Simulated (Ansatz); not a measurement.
# BF+ (doublet): one geometry, many settings

What do other methods and options give for BF+ (doublet) at this geometry, and how long do they take?

Method: the settings change from run to run; program: Ansatz 0.2.0, Gaussian basis.

7 further runs of the same task are left out: 1 that didn't finish, 6 set aside as unsound or not needed.

### 1 The geometry

The geometry is a PBE0/def2-TZVP stationary point (not a proven minimum) of the parent state, kept for this charge and spin.

2 atoms, charge 1, spin multiplicity 2.

Atoms are counted from 1 here; the program's logs count them from 0.

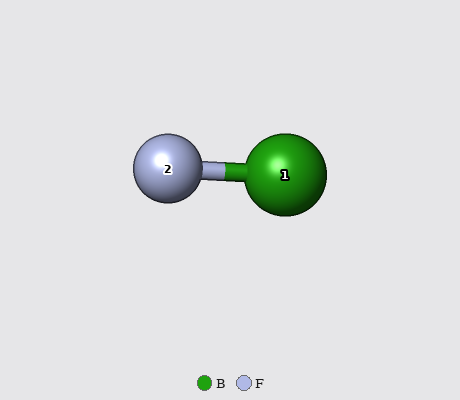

The geometry (boron green, fluorine light blue); atoms are numbered from 1 in the order of the file.

### 2 MRCISD+Q(relaxed)(1,5)/6-31G

Contents of in.yaml:

```yaml
crystal:
  periodic: [false, false, false]
  atoms:
    - {symbol: B, position_ang: [0.000000, 0.000000, 0.000000]}
    - {symbol: F, position_ang: [0.000000, 0.000000, 1.263100]}
basis:
  gaussian: {orbitals: 6-31G}
total_charge: 1
magnetization: {spin_polarized: false, initial_magnetization: 1}
correlation: {method: fic_mrcisd_q_relaxed, electrons: outside_noble_gas, active_space: {window: {electrons: 1, orbitals: 5}}}
accuracy: high
scf: {lower_state_search: off}
```

Run with:

```
ansatz run in.yaml --threads 1 --pin off --events-out ev --progress --plain --max-ram 2393MiB
```

Log (excerpt; [...] marks lines left out):

```text
Functional definition: HF
  name "HF"
  cite "Fock, Z. Phys. 61, 126 (1930) doi:10.1007/BF01340294"
  parent pbe
[...]
352 factors; integrals over basis functions are off by at most 3.4e-9 eV
[...]
mean field -3365.71701308 eV, -123.6878188658 hartree, gradient 9.3e-9 eV, S^2 0.750000; 0 other end points of the search recorded, 0 dependent functions left out
reference -3365.71701308 eV, -123.6878188658 hartree; 7, 6 occupied and 11, 12 virtual orbitals, 352 factors
state -3365.71701308 eV, -123.6878188658 hartree
contracted CI cycle   1: correlation 0.00000000 eV, 0.0000000000 hartree, residual 2.15e1 eV
contracted CI cycle   2: correlation -3.89107641 eV, -0.1429944208 hartree, residual 3.20e0 eV
contracted CI cycle   3: correlation -4.08889706 eV, -0.1502641952 hartree, residual 1.52e0 eV
contracted CI cycle   4: correlation -4.12118351 eV, -0.1514507005 hartree, residual 3.88e-1 eV
contracted CI cycle   5: correlation -4.12362042 eV, -0.1515402554 hartree, residual 8.94e-2 eV
contracted CI cycle   6: correlation -4.12372510 eV, -0.1515441022 hartree, residual 2.40e-2 eV
contracted CI cycle   7: correlation -4.12373308 eV, -0.1515443955 hartree, residual 5.52e-3 eV
contracted CI cycle   8: correlation -4.12373361 eV, -0.1515444150 hartree, residual 1.95e-3 eV
contracted CI cycle   9: correlation -4.12373367 eV, -0.1515444173 hartree, residual 6.43e-4 eV
contracted CI cycle  10: correlation -4.12373368 eV, -0.1515444177 hartree, residual 2.31e-4 eV
contracted CI cycle  11: correlation -4.12373368 eV, -0.1515444177 hartree, residual 6.02e-5 eV
contracted CI cycle  12: correlation -4.12373368 eV, -0.1515444177 hartree, residual 1.31e-5 eV
contracted CI cycle  13: correlation -4.12373368 eV, -0.1515444177 hartree, residual 3.01e-6 eV
contracted CI cycle  14: correlation -4.12373368 eV, -0.1515444177 hartree, residual 6.51e-7 eV
state -3365.71701308 eV, -123.6878188658 hartree; corrected -3370.07094581 eV, -123.8478229422 hartree
WARN: 4 active orbitals are nearly empty or full. The corrections depend on them more than the energy does, and are more stable in an active space without them
Total energy: -3370.07094581 eV, -123.8478229422 hartree
Checks for a lower state left out: stability, starts, cluster_reference, orbital_swaps, neighbouring_geometries, increment
```

Run time: 3 s. Hardware: 1 thread of AMD EPYC, shared host.

From the report: 2 determinants; active occupations 1.00, 0.00, 0.00, 0.00, 0.00. The report marks this result as in doubt.

### 3 BCCD on ROHF/6-31G

Contents of in.yaml:

```yaml
crystal:
  periodic: [false, false, false]
  atoms:
    - {symbol: B, position_ang: [0.000000, 0.000000, 0.000000]}
    - {symbol: F, position_ang: [0.000000, 0.000000, 1.263100]}
basis:
  gaussian: {orbitals: 6-31G}
total_charge: 1
magnetization: {spin_polarized: false, initial_magnetization: 1}
correlation: {method: bccd, electrons: outside_noble_gas}
```

Same command.

Log (excerpt; [...] marks lines left out):

```text
Functional definition: HF
  name "HF"
  cite "Fock, Z. Phys. 61, 126 (1930) doi:10.1007/BF01340294"
  parent pbe
[...]
201 factors; integrals over basis functions are off by at most 1.2e-4 eV
[...]
mean field -3365.71693618 eV, -123.6878160396 hartree, gradient 2.0e-6 eV, S^2 0.750000; 3 other end points of the search recorded, 0 dependent functions left out
[...]
2 core orbitals not correlated: weight in the atoms' cores, before any rotation towards them, 1.000 or more for the frozen orbitals, at most 0.000 for the correlated occupied ones
reference -3365.71693618 eV, -123.6878160396 hartree; 5, 4 occupied and 11, 12 virtual orbitals, 201 factors
second order -4.27456589 eV of doubles, -0.01202297 eV of singles
cycle   1  -3.97306723 eV  change    3.1e-1 eV  update   9.6e-2
[...]
cycle  11  -4.24327614 eV  change    4.9e-6 eV  update   4.9e-6
Total energy: -3369.96021231 eV, -123.8437535614 hartree
```

Run time: 2.2 s. Hardware: 1 thread of AMD EPYC, shared host.

From the report: correlation -4.2433 eV; largest double amplitude 0.04.

### 4 BCCD on ROHF/cc-pVDZ

Contents of in.yaml:

```yaml
crystal:
  periodic: [false, false, false]
  atoms:
    - {symbol: B, position_ang: [0.000000, 0.000000, 0.000000]}
    - {symbol: F, position_ang: [0.000000, 0.000000, 1.263100]}
basis:
  gaussian: {orbitals: cc-pVDZ}
total_charge: 1
magnetization: {spin_polarized: false, initial_magnetization: 1}
correlation: {method: bccd, electrons: all}
accuracy: high
```

Launched as before.

Log (excerpt; [...] marks lines left out):

```text
Functional definition: HF
  name "HF"
  cite "Fock, Z. Phys. 61, 126 (1930) doi:10.1007/BF01340294"
  parent pbe
[...]
509 factors; integrals over basis functions are off by at most 3.4e-9 eV
[...]
mean field -3367.14409316 eV, -123.7402630913 hartree, gradient 1.5e-8 eV, S^2 0.750000; 3 other end points of the search recorded, 0 dependent functions left out
[...]
reference -3367.14409316 eV, -123.7402630913 hartree; 7, 6 occupied and 21, 22 virtual orbitals, 509 factors
second order -6.29902449 eV of doubles, -0.00989945 eV of singles
cycle   1  -6.11815364 eV  change    1.9e-1 eV  update   8.5e-2
[...]
cycle  22  -6.35485735 eV  change  -3.1e-10 eV  update  4.9e-10
Total energy: -3373.49895051 eV, -123.9737997915 hartree
```

Run time: 5.5 s. Hardware: 1 thread of AMD EPYC, shared host.

From the report: correlation -6.3549 eV; largest double amplitude 0.04.

### 5 CCSD on ROHF/def2-mTZVP

Contents of in.yaml:

```yaml
crystal:
  periodic: [false, false, false]
  atoms:
    - {symbol: B, position_ang: [0.000000, 0.000000, 0.000000]}
    - {symbol: F, position_ang: [0.000000, 0.000000, 1.263100]}
basis:
  gaussian: {orbitals: def2-mTZVP}
total_charge: 1
magnetization: {spin_polarized: false, initial_magnetization: 1}
correlation: {method: ccsd, electrons: outside_noble_gas}
```

The command is unchanged.

Log (excerpt; [...] marks lines left out):

```text
Functional definition: HF
  name "HF"
  cite "Fock, Z. Phys. 61, 126 (1930) doi:10.1007/BF01340294"
  parent pbe
[...]
321 factors; integrals over basis functions are off by at most 1.4e-3 eV
[...]
mean field -3368.52004603 eV, -123.7908284268 hartree, gradient 4.7e-6 eV, S^2 0.750000; 3 other end points of the search recorded, 0 dependent functions left out
2 core orbitals not correlated: weight in the atoms' cores, before any rotation towards them, 1.000 or more for the frozen orbitals, at most 0.000 for the correlated occupied ones
reference -3368.52004603 eV, -123.7908284268 hartree; 5, 4 occupied and 31, 32 virtual orbitals, 321 factors
second order -6.27386758 eV of doubles, -0.00964066 eV of singles
cycle   1  -6.04524077 eV  change    2.4e-1 eV  update   8.7e-2
[...]
cycle  10  -6.31881859 eV  change    8.1e-6 eV  update   9.4e-6
Total energy: -3374.83886462 eV, -124.0230407267 hartree
```

Run time: 4.3 s. Hardware: 1 thread of AMD EPYC, shared host.

From the report: correlation -6.3188 eV; T1 0.026; largest double amplitude 0.03.

### 6 MRCISD+Q(relaxed)(3,2)/6-31G

Contents of in.yaml:

```yaml
crystal:
  periodic: [false, false, false]
  atoms:
    - {symbol: B, position_ang: [0.000000, 0.000000, 0.000000]}
    - {symbol: F, position_ang: [0.000000, 0.000000, 1.263100]}
basis:
  gaussian: {orbitals: 6-31G, fitting: {mean_field: def2-universal-jkfit}}
total_charge: 1
magnetization: {spin_polarized: false, initial_magnetization: 1}
correlation: {method: fic_mrcisd_q_relaxed, electrons: outside_noble_gas, active_space: {window: {electrons: 3, orbitals: 2}, states: [{multiplicity: 2, weights: [1, 0.5]}]}}
accuracy: high
```

Launched as before.

Log (excerpt; [...] marks lines left out):

```text
Functional definition: HF
  name "HF"
  cite "Fock, Z. Phys. 61, 126 (1930) doi:10.1007/BF01340294"
  parent pbe
[...]
152 factors; integrals over basis functions are off by at most 2.9e-3 eV
[...]
mean field -3365.71648181 eV, -123.6877993419 hartree, gradient 6.5e-9 eV, S^2 0.750000; 3 other end points of the search recorded, 0 dependent functions left out
reference -3365.71648181 eV, -123.6877993419 hartree; 7, 6 occupied and 11, 12 virtual orbitals, 152 factors
state -3365.12662564 eV, -123.6661225274 hartree
state -3357.01916102 eV, -123.3681786982 hartree
contracted CI cycle   1: correlation 0.00000000 eV, 0.0000000000 hartree, residual 2.18e1 eV
contracted CI cycle   2: correlation -4.47588778 eV, -0.1644858420 hartree, residual 3.58e0 eV
contracted CI cycle   3: correlation -4.68677834 eV, -0.1722359273 hartree, residual 1.08e0 eV
[...]
contracted CI cycle  16: correlation -5.36441465 eV, -0.1971386023 hartree, residual 5.77e-5 eV
contracted CI cycle  17: correlation -5.36441465 eV, -0.1971386023 hartree, residual 1.86e-5 eV
contracted CI cycle  18: correlation -5.36441465 eV, -0.1971386023 hartree, residual 6.08e-6 eV
contracted CI cycle  19: correlation -5.36441465 eV, -0.1971386023 hartree, residual 2.63e-6 eV
contracted CI cycle  20: correlation -5.36441465 eV, -0.1971386023 hartree, residual 1.75e-6 eV
contracted CI cycle  21: correlation -5.36441465 eV, -0.1971386023 hartree, residual 1.09e-6 eV
contracted CI cycle  22: correlation -5.36441465 eV, -0.1971386023 hartree, residual 3.82e-7 eV
contracted CI cycle  23: correlation -5.36441465 eV, -0.1971386023 hartree, residual 1.20e-7 eV
contracted CI cycle  24: correlation -5.36441465 eV, -0.1971386023 hartree, residual 3.37e-8 eV
state -3357.01916102 eV, -123.3681786982 hartree; corrected -3363.28287280 eV, -123.5983658604 hartree
Total energy: -3367.90785281 eV, -123.7683307407 hartree
```

Wall time 3.2 s (1 thread of AMD EPYC, shared host).

From the report: 1 determinant; active occupations (of the averaged states) 1.67, 1.33.

### 7 CCSD(T) on ROHF/STO-3G

Contents of in.yaml:

```yaml
crystal:
  periodic: [false, false, false]
  atoms:
    - {symbol: B, position_ang: [0.000000, 0.000000, 0.000000]}
    - {symbol: F, position_ang: [0.000000, 0.000000, 1.263100]}
basis:
  gaussian: {orbitals: STO-3G}
total_charge: 1
magnetization: {spin_polarized: false, initial_magnetization: 1}
correlation: {method: ccsd_t, electrons: outside_noble_gas}
output: {forces: true}
```

Same command.

Log (excerpt; [...] marks lines left out):

```text
Functional definition: HF
  name "HF"
  cite "Fock, Z. Phys. 61, 126 (1930) doi:10.1007/BF01340294"
  parent pbe
[...]
133 factors; integrals over basis functions are off by at most 3.9e-5 eV
[...]
mean field -3322.28922097 eV, -122.0918769421 hartree, gradient 1.6e-6 eV, S^2 0.750000; 3 other end points of the search recorded, 0 dependent functions left out
[...]
2 core orbitals not correlated: weight in the atoms' cores, before any rotation towards them, 1.000 or more for the frozen orbitals, at most 0.000 for the correlated occupied ones
reference -3322.28922097 eV, -122.0918769421 hartree; 5, 4 occupied and 3, 4 virtual orbitals, 133 factors
second order -1.78928359 eV of doubles, -0.01804737 eV of singles
cycle   1  -1.69573374 eV  change    1.1e-1 eV  update   1.2e-1
[...]
cycle  11  -2.03545736 eV  change    1.7e-6 eV  update   1.5e-6
perturbative correction -0.27642176 eV, -0.0101583124 hartree
[...]
Total energy: -3324.60110009 eV, -122.1768369328 hartree
Atom 0 at     0.000000     0.000000     0.000000 Å, force     0.000000     0.000000     1.244103 eV/Å
Atom 1 at     0.000000     0.000000     1.263100 Å, force    -0.000000    -0.000000    -1.244103 eV/Å
Dipole moment:    -0.000000    -0.000000    -0.543924 e Å
```

It took 1.6 s on 1 thread of AMD EPYC, shared host.

From the report: correlation -2.3119 eV; T1 0.037; largest double amplitude 0.07.

### 8 MRCISD+Q(relaxed)(9,5)/6-31G

Contents of in.yaml:

```yaml
crystal:
  periodic: [false, false, false]
  atoms:
    - {symbol: B, position_ang: [0.000000, 0.000000, 0.000000]}
    - {symbol: F, position_ang: [0.000000, 0.000000, 1.263100]}
basis:
  gaussian: {orbitals: 6-31G}
total_charge: 1
magnetization: {spin_polarized: false, initial_magnetization: 1}
correlation: {method: fic_mrcisd_q_relaxed, electrons: all, active_space: {window: {electrons: 9, orbitals: 5}}}
```

Launched as before.

Log (excerpt; [...] marks lines left out):

```text
Functional definition: HF
  name "HF"
  cite "Fock, Z. Phys. 61, 126 (1930) doi:10.1007/BF01340294"
  parent pbe
[...]
201 factors; integrals over basis functions are off by at most 1.2e-4 eV
[...]
mean field -3365.71693618 eV, -123.6878160396 hartree, gradient 2.0e-6 eV, S^2 0.750000; 3 other end points of the search recorded, 0 dependent functions left out
reference -3365.71693618 eV, -123.6878160396 hartree; 7, 6 occupied and 11, 12 virtual orbitals, 201 factors
state -3365.71693618 eV, -123.6878160396 hartree
contracted CI cycle   1: correlation 0.00000000 eV, 0.0000000000 hartree, residual 2.24e1 eV
contracted CI cycle   2: correlation -3.92393438 eV, -0.1442019288 hartree, residual 3.55e0 eV
contracted CI cycle   3: correlation -4.13248544 eV, -0.1518660389 hartree, residual 1.73e0 eV
contracted CI cycle   4: correlation -4.17150211 eV, -0.1532998751 hartree, residual 5.61e-1 eV
contracted CI cycle   5: correlation -4.17502193 eV, -0.1534292259 hartree, residual 2.17e-1 eV
contracted CI cycle   6: correlation -4.17565504 eV, -0.1534524923 hartree, residual 6.22e-2 eV
contracted CI cycle   7: correlation -4.17569237 eV, -0.1534538643 hartree, residual 1.56e-2 eV
contracted CI cycle   8: correlation -4.17569524 eV, -0.1534539695 hartree, residual 3.84e-3 eV
contracted CI cycle   9: correlation -4.17569546 eV, -0.1534539779 hartree, residual 1.59e-3 eV
contracted CI cycle  10: correlation -4.17569549 eV, -0.1534539790 hartree, residual 5.15e-4 eV
state -3365.71693618 eV, -123.6878160396 hartree; corrected -3370.12348089 eV, -123.8497535708 hartree
Total energy: -3370.12348089 eV, -123.8497535708 hartree
```

Run time: 2.5 s. Hardware: 1 thread of AMD EPYC, shared host.

From the report: 3 determinants; active occupations 2.00, 2.00, 2.00, 2.00, 1.00.

### 9 CASCI(7,7)/6-31G

Contents of in.yaml:

```yaml
crystal:
  periodic: [false, false, false]
  atoms:
    - {symbol: B, position_ang: [0.000000, 0.000000, 0.000000]}
    - {symbol: F, position_ang: [0.000000, 0.000000, 1.263100]}
basis:
  gaussian: {orbitals: 6-31G, fitting: {mean_field: def2-universal-jkfit}}
total_charge: 1
magnetization: {spin_polarized: false, initial_magnetization: 1}
correlation: {active_space: {window: {electrons: 7, orbitals: 7}, fixed_orbitals: true, states: [{multiplicity: 2, weights: [1, 1, 0.5]}]}}
accuracy: high
scf: {lower_state_search: off}
output: {forces: true}
```

Launched as before.

Log (excerpt; [...] marks lines left out):

```text
Functional definition: HF
  name "HF"
  cite "Fock, Z. Phys. 61, 126 (1930) doi:10.1007/BF01340294"
  parent pbe
[...]
152 factors; integrals over basis functions are off by at most 2.9e-3 eV
[...]
mean field -3365.71648181 eV, -123.6877993419 hartree, gradient 6.5e-9 eV, S^2 0.750000; 0 other end points of the search recorded, 0 dependent functions left out
reference -3365.71648181 eV, -123.6877993419 hartree; 7, 6 occupied and 11, 12 virtual orbitals, 152 factors
state -3366.32005534 eV, -123.7099802599 hartree
state -3359.43890373 eV, -123.4571026027 hartree
state -3359.43890373 eV, -123.4571026027 hartree
[...]
Total energy: -3362.19136437 eV, -123.5582536656 hartree
Atom 0 at     0.000000     0.000000     0.000000 Å, force     0.000000     0.000000    -3.644739 eV/Å
Atom 1 at     0.000000     0.000000     1.263100 Å, force    -0.000000    -0.000000     3.644739 eV/Å
Dipole moment:     0.000000    -0.000000    -0.977972 e Å
Checks for a lower state left out: starts, cluster_reference, orbital_swaps, neighbouring_geometries, increment
```

Run time: 0.68 s. Hardware: 1 thread of AMD EPYC, shared host.

From the report: 321 determinants; active occupations (of the averaged states) 1.98, 1.96, 1.94, 0.54, 0.37, 0.20, 0.01.

### 10 NEVPT2(7,6)/def2-mTZVP

Contents of in.yaml:

```yaml
crystal:
  periodic: [false, false, false]
  atoms:
    - {symbol: B, position_ang: [0.000000, 0.000000, 0.000000]}
    - {symbol: F, position_ang: [0.000000, 0.000000, 1.263100]}
basis:
  gaussian: {orbitals: def2-mTZVP, point_charges: [{charge: 1.00, position_ang: [3.178, -0.173, 0.200]}]}
total_charge: 1
magnetization: {spin_polarized: false, initial_magnetization: 1}
correlation: {method: sc_nevpt2, electrons: valence, active_space: {window: {electrons: 7, orbitals: 6}}}
```

Launched as before.

Log:

```text
Functional definition: HF
  name "HF"
  cite "Fock, Z. Phys. 61, 126 (1930) doi:10.1007/BF01340294"
  parent pbe
  exchange = exact_x
  correlation = 0
321 factors; integrals over basis functions are off by at most 1.4e-3 eV
mean field evaluation 1: about -3355.9743 eV, gradient 7.0e1 eV
mean field evaluation 2: about -3355.9770 eV, gradient 7.0e1 eV
mean field evaluation 4: about -3363.9273 eV, gradient 4.2e0 eV
mean field evaluation 8: about -3364.0255 eV, gradient 1.3e-1 eV
mean field evaluation 16: about -3364.0230 eV, gradient 1.0e0 eV
mean field -3364.02554887 eV, -123.6256587024 hartree, gradient 5.4e-6 eV, S^2 0.750000; 2 other end points of the search recorded, 0 dependent functions left out
reference -3364.02554887 eV, -123.6256587024 hartree; 7, 6 occupied and 31, 32 virtual orbitals, 321 factors
state -3365.62144548 eV, -123.6843068211 hartree
state -3365.62144548 eV, -123.6843068211 hartree; corrected -3370.07482092 eV, -123.8479653500 hartree
Total energy: -3370.07482092 eV, -123.8479653500 hartree
```

It took 11 s on 1 thread of AMD EPYC, shared host.

From the report: 300 determinants; active occupations 2.00, 1.98, 1.98, 1.00, 0.02, 0.02.

### 11 All runs side by side

Where basis and cores are those of an earlier FCI/6-31G run (-3370.1704 eV), and the state is the same kind, the miss against it is given. † marks a result that the program doubts.

```
                                                level         correlated  functions  energy (eV)  from FCI (meV)    time
                       MRCISD+Q(relaxed)(1,5)/6-31G †  outside noble gas         18   -3370.0709            99.5     3 s
                                   BCCD on ROHF/6-31G  outside noble gas         18   -3369.9602           210.2   2.2 s
                                 BCCD on ROHF/cc-pVDZ                all         28   -3373.4990                   5.5 s
                              CCSD on ROHF/def2-mTZVP  outside noble gas         38   -3374.8389                   4.3 s
MRCISD+Q(relaxed)(3,2)/6-31G (mean of several states)  outside noble gas         18   -3367.9079                   3.2 s
                               CCSD(T) on ROHF/STO-3G  outside noble gas         10   -3324.6011                   1.6 s
                         MRCISD+Q(relaxed)(9,5)/6-31G                all         18   -3370.1235                   2.5 s
            CASCI(7,7)/6-31G (mean of several states)                            18   -3362.1914                  0.68 s
       NEVPT2(7,6)/def2-mTZVP (beside a point charge)            valence         38   -3370.0748                    11 s
```

### 12 What came out

| quantity | value |
| --- | --- |
| runs | 9 |
| quickest | CASCI(7,7)/6-31G (mean of several states), 0.68 s |
| slowest | NEVPT2(7,6)/def2-mTZVP (beside a point charge), 11 s |

**Reading.** Total energies in different bases, with other cores or another treatment of relativity can't be set against each other. NEVPT2(7,6)/def2-mTZVP (beside a point charge) took 15 times as long as CASCI(7,7)/6-31G (mean of several states); the jobs differ in more than the method. Among the correlated runs with a miss given, it spans +100 to +210 meV.
